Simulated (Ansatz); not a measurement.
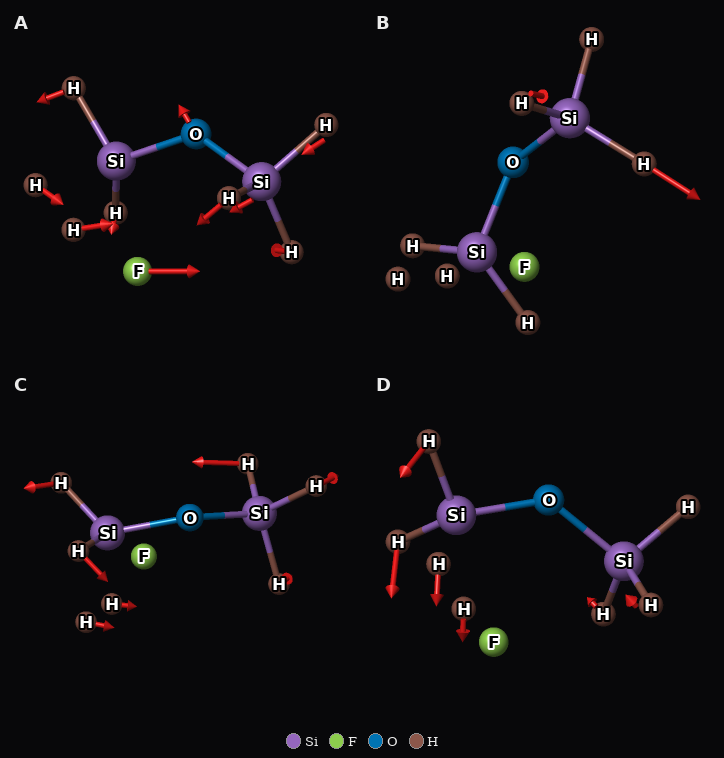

4 normal modes of one molecule or complex, as arrows. Harmonic vibrations computed with RKS PBE0-D4/def2-SVP (Ansatz 0.2.0) at a stationary point of the same level. It is a saddle point of order 1.

### Match the panels to the wavenumbers 128 cm⁻¹, 699 cm⁻¹, 877 cm⁻¹, 2282 cm⁻¹.

A: 128 cm⁻¹
B: 2282 cm⁻¹, out-of-phase stretching of 2 Si–H bonds
C: 699 cm⁻¹, H–Si–O bending
D: 877 cm⁻¹
